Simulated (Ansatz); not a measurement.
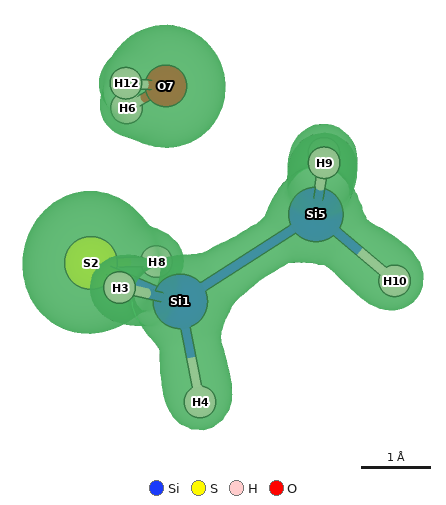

The picture shows: H6SSi2···H2O. Isosurface of the total electron density at 0.5 e/Å³ (green), seen at a tilt.

Method: RKS PBE0-D4/6-31G* in Ansatz 0.2.0.

Input

```
crystal:
  periodic: [false, false, false]
  atoms:
    - { symbol: Si, position_ang: [-0.515804, -0.722132, 0.951323] }
    - { symbol: S, position_ang: [1.469467, -0.554776, 1.798524] }
    - { symbol: H, position_ang: [-0.488487, -2.064334, 0.306003] }
    - { symbol: H, position_ang: [-1.497305, -0.802134, 2.074866] }
    - { symbol: Si, position_ang: [-1.056798, 1.014534, -0.521998] }
    - { symbol: H, position_ang: [1.893716, -0.367965, -0.819135] }
    - { symbol: O, position_ang: [1.241219, -0.305771, -1.533723] }
    - { symbol: H, position_ang: [1.422951, 0.764692, 2.060687] }
    - { symbol: H, position_ang: [-1.431117, 0.504413, -1.8662] }
    - { symbol: H, position_ang: [-2.253705, 1.725106, 0.031512] }
    - { symbol: H, position_ang: [0.04406, 2.010501, -0.59923] }
    - { symbol: H, position_ang: [1.171802, -1.202133, -1.882729] }
basis:
  gaussian: { orbitals: "6-31G*" }
hamiltonian:
  xc: pbe0
  dispersion: d4
relax:
  f_tol: 0.03
  max_steps: 50
output:
  orbitals: {}
```

Run with:

```sh
ansatz run input.yaml --threads 2 --pin off --max-ram 3072MiB --backend cpu --events-out ev --progress --plain --runs-dir out
```

The fields are those of the run's last geometry, not of the input's.

### What does this surface tell about the bonding?

At this value the surface falls into two separate pieces. It bridges the sampled Si–S (2.17 Å), Si–Si (2.34 Å) and O–H (0.97 Å) contacts, where the density stays above the isovalue. It is pinched off along the sampled Si···O (2.87 Å) contacts. On the grid the lowest density along these lines, outside the cores, is 0.11 e/Å³ (Si···O, 2.87 Å), 0.61 e/Å³ (Si–S, 2.17 Å), 0.63 e/Å³ (Si–Si, 2.34 Å) and 2.3 e/Å³ (O–H, 0.97 Å).
